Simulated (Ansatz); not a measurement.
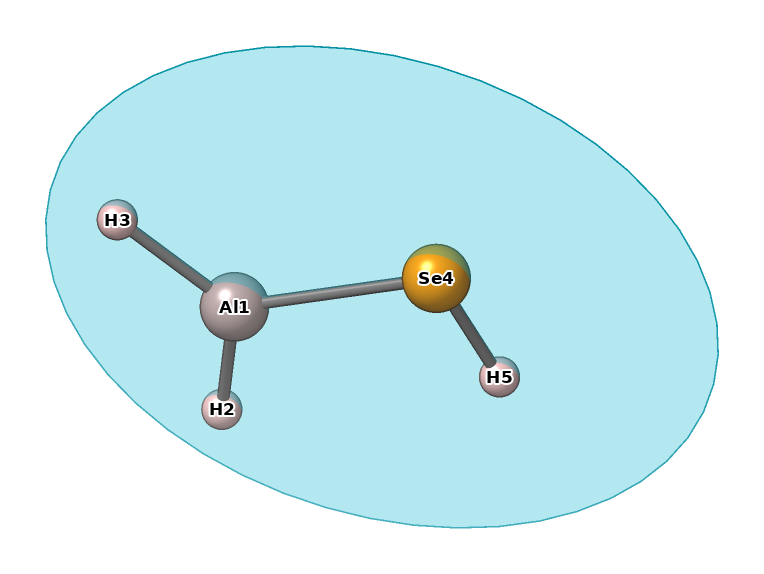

A disc through the centre of mass is drawn in. Atoms fade into the background with distance from the viewer. The computed structure is the end point of a PBE0-D4/def2-TZVP optimisation.

> Is the plane of the disc a mirror plane of the structure?

Yes. The reflection leaves Al1, H2, H3, Se4, H5 in place. The point group is Cs.
